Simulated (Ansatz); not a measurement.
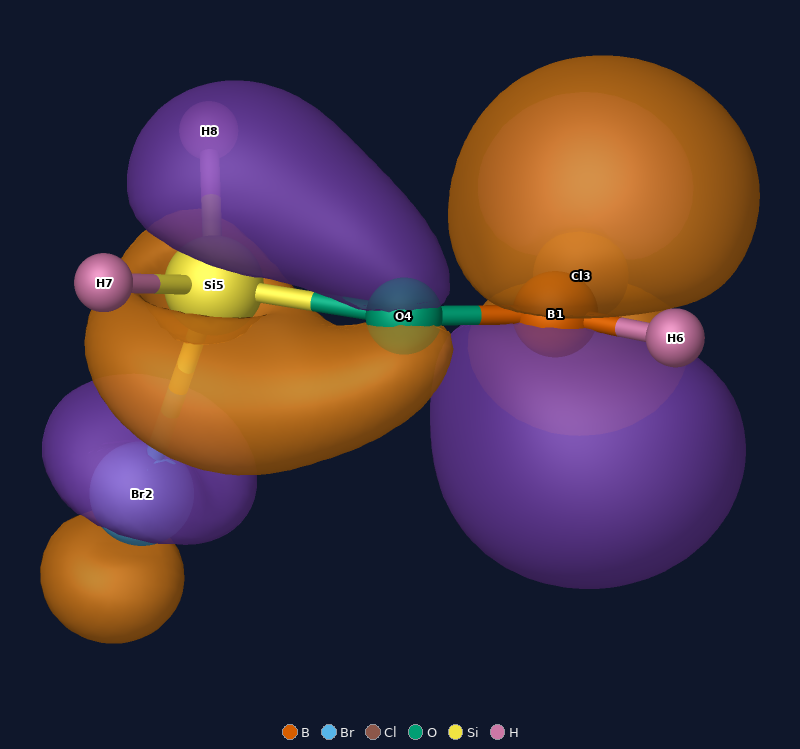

Figure 1: BBrClH3OSi (SMILES ClBO[SiH2]Br). One frontier orbital at ±0.08 Å⁻³ᐟ² (orange and purple are the two phases), seen from one side.

Geometry: r2SCAN-D4/def2-SVP.

Method: isolated molecule in a Gaussian basis; Kohn-Sham density functional theory, functional PBE0 (Ansatz).

```yaml
atoms:
  - { symbol: B, position_ang: [2.1641, 1.2641, -2.3028] }
  - { symbol: Br, position_ang: [0.2191, 2.3711, 0.9051] }
  - { symbol: Cl, position_ang: [3.2718, 0.6711, -1.0507] }
  - { symbol: O, position_ang: [0.8406, 1.3328, -2.0648] }
  - { symbol: Si, position_ang: [-0.1290, 0.9384, -0.7499] }
  - { symbol: H, position_ang: [2.6156, 1.5959, -3.3657] }
  - { symbol: H, position_ang: [-1.5251, 1.0861, -1.2164] }
  - { symbol: H, position_ang: [0.1825, -0.4349, -0.2847] }
```

Which orbital is it: HOMO or LUMO?

Answer. The LUMO, at −1.01 eV. By Hirshfeld shares it lies mainly on B1 (about 45 %), Cl3 (about 15 %), Si5 (about 10 %), O4 (about 10 %), Br2 (about 10 %) and H6 (about 5 %).
